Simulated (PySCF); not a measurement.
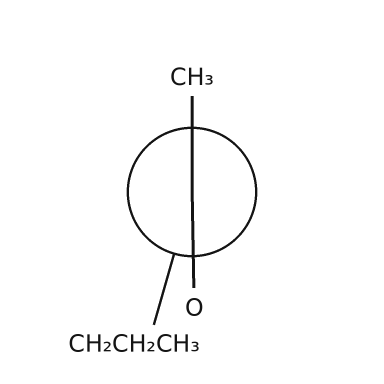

A Newman projection along the C–O bond, carbon in front; angles are drawn as computed, but eclipsed bonds slightly apart. Computed geometry: GFN2-xTB optimisation. No frequency run is at hand to confirm it as a minimum.

> Which molecule is it?

C5H10O2, CCCOC(C)=O

> What is the torsion angle from the front O to the back CH2CH2CH3? The sign is positive where the front bond must turn clockwise to cover the back bond.

1°, synperiplanar (eclipsed).
